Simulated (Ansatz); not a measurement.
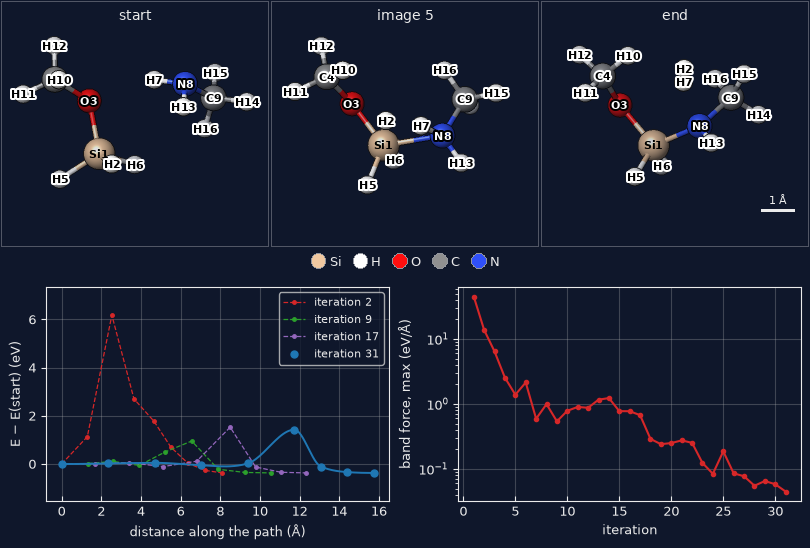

A nudged-elastic-band calculation for C2H11NOSi. Images are numbered from 0 (start) to 8 (end). The plot follows the band through its iterations. A ball-and-stick model, seen at a tilt.

These are results of RKS BLYP-D4/def2-SVP (Ansatz), not measurements. Run with 7 movable images; climbing image; force threshold 0.05 eV/Å; iteration limit 60; starting path through a guess of the saddle point.

How did the profile develop, and is the result final?

The run is converged, with reservations. The band converged in 31 iterations. The largest component of the band force went from 45 to 0.045 eV/Å. The climbing image converged on the top of the path. Its vibrational analysis gives one imaginary mode (1275i cm⁻¹), as a transition state must have. The first iteration put the highest image at 19.97 eV. Relative to the start the highest point is image 5 at +1.42 eV and the end lies at −0.37 eV, but the profile dips to −0.06 eV at image 3 on the way, so the process runs in steps.

The run took 8.6 min on 4 threads of Arm Neoverse N1 (shared host), peak memory 0.19 GiB.
